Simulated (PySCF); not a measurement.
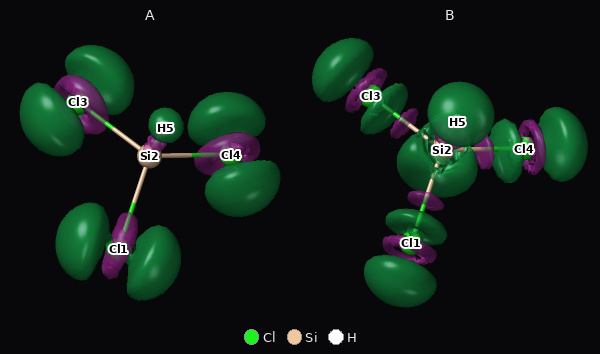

Figure 1: Cl$_{3}$HSi, SMILES `Cl[SiH](Cl)Cl`. The two Fukui functions at ±0.03 e/Å³ (green positive, purple negative).

Method: B3LYP/def2-SVP; geometry: GFN2-xTB; program: PySCF. No frequency check shows the geometry to be a minimum. GFN2-xTB bond lengths at metals and heavier atoms can be off by up to 0.1 Å and shapes distorted, which carries into these values.

**Which panel is f⁻ (electron removed) and which f⁺ (electron added)?**

A is f⁻, B is f⁺. f⁻ (Hirshfeld-condensed) is largest on Cl1, Cl3 and Cl4 (0.29 each); the vertical ionisation energy is 11.29 eV. f⁺ (Hirshfeld-condensed) is largest on Si2 (0.23), Cl1, Cl3 and Cl4 (0.22 each) and H5 (0.12); the vertical electron affinity is −2.84 eV (the stability of the anion's solution wasn't checked; negative, but this basis has no diffuse functions, so it doesn't show that the anion is unbound).

**What chemical potential and hardness follow from the two energies?**

μ = −(I + A)/2 = −4.23 eV and η = I − A = 14.12 eV.
